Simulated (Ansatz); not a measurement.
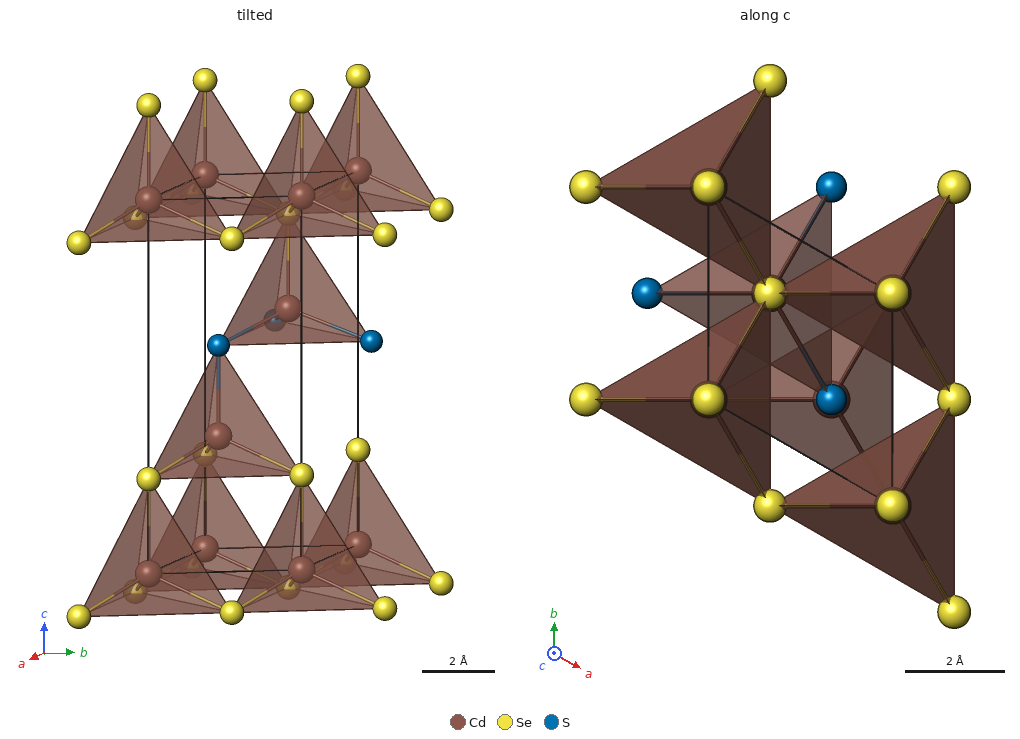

Shown here is a polyhedral view of the crystal, taken slightly off an axis and along the c axis. The conventional unit cell is drawn as a box. Some atoms of the next cells are drawn as well.

Cd$_{3}$Se$_{2}$S, space group P3m1 (No. 156), a = 4.316 Å, b = 4.316 Å, c = 10.586 Å, α = 90.00°, β = 90.00°, γ = 120.00°. Source of the structure: a structure type filled with these elements by a generator (whether the compound takes this form wasn't checked). Earlier steps of the study may have refined or changed the cell and positions. An electronic-structure calculation with Ansatz was run on it.

This one geometry was computed with Ansatz (DFT, plane waves, PAW) at three levels of theory: PBE, r2SCAN and LDA.

Which level gives the highest pressure at this volume, and what does that say about its equilibrium volume?

Highest: PBE (0.0 GPa), which points to the largest equilibrium volume. Lowest, with the smallest volume: LDA (-4.5 GPa). Levels within 0.5 GPa of each other can't be told apart.

How does the band gap change with the level of theory?

LDA: a gap of 0.29 eV, direct; PBE: a gap of 0.56 eV, direct; r2SCAN: a gap of 1.02 eV, direct.

Collect the results in a table.

| level | cutoff (eV) | k-mesh of the run's cell | gap (eV) | pressure (GPa) |
| --- | --- | --- | --- | --- |
| PBE | 420 | 12×12×4 | 0.56 | 0.0 |
| r2SCAN | 500 | 12×12×4 | 1.02 | -1.5 |
| LDA | 420 | 12×12×4 | 0.29 | -4.5 |

Gaps are taken on the k-mesh or band path of each run.
